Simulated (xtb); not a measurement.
# Geometry relaxation, with input and output: CH₃AlBrN (part 4 of 4)

The same run, continued: CH₃AlBrN, SMILES C#[N+][AlH2-][Br]; GFN2-xTB, GBSA solvent methanol (xtb 6.7.1). The geometry comes from this level: GFN2-xTB.

Geometry of the input (Å):
```
C  -1.2234  -0.1887  1.4217
N  -0.2727  -0.0094  0.8169
Al 0.8515  0.2880  -0.8346
Br 0.5502  -1.7720  -1.7314
H  -2.0968  -0.3560  1.9987
H  2.2482  0.6224  -0.2852
H  -0.0570  1.4157  -1.3860
```

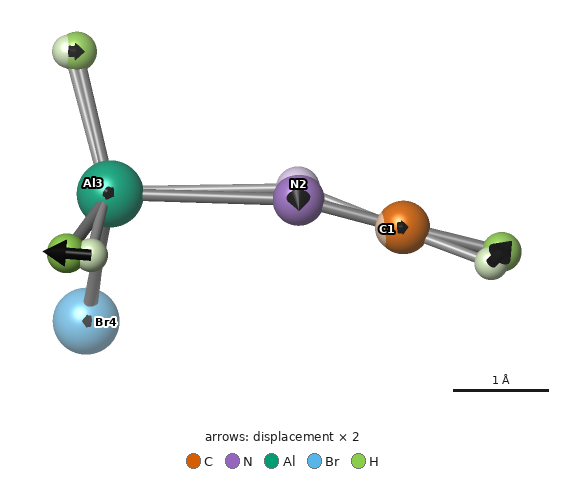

Start (faint) and end (solid) with the displacements as black arrows, magnified 2 times (ball-and-stick view, seen at a tilt). The two geometries are laid on each other by the best rigid fit. The atom that moves furthest after the best rigid fit is H7 (0.26 Å). Largest moves by element: H 0.26 Å, N 0.16 Å, C 0.06 Å, Al 0.05 Å, Br 0.05 Å. Among the contacts that change: N2–Al3 2.020 → 1.990 Å, Al3–H6 1.538 → 1.555 Å, Al3–H7 1.550 → 1.559 Å, C1–H5 1.060 → 1.068 Å. Among the angles that change: C1–N2–Al3 157.0° → 166.8°, N2–Al3–H7 94.1° → 102.0°, H6–Al3–H7 120.1° → 116.6°. The energy falls by 0.77 kcal/mol in 17 geometry steps. (Atoms are counted from 1 in the order of the input.)

### Key numbers

```tsv
quantity	value
outcome	converged
electrons treated	22
total energy	−11.801785 hartree
dispersion energy	−0.005054 hartree
solvation energy	−0.026426 hartree
basis functions	31
HOMO	−11.60 eV
LUMO	−8.95 eV
dipole moment	9.37 D
peak memory	0.074 GiB
```

### Notes

Settings chosen away from the usual ones: method = gfn2-xtb; task = optimise; x = {"accuracy": 3}; partner = base; sm = GBSA; solvent = methanol; opt_level = tight.
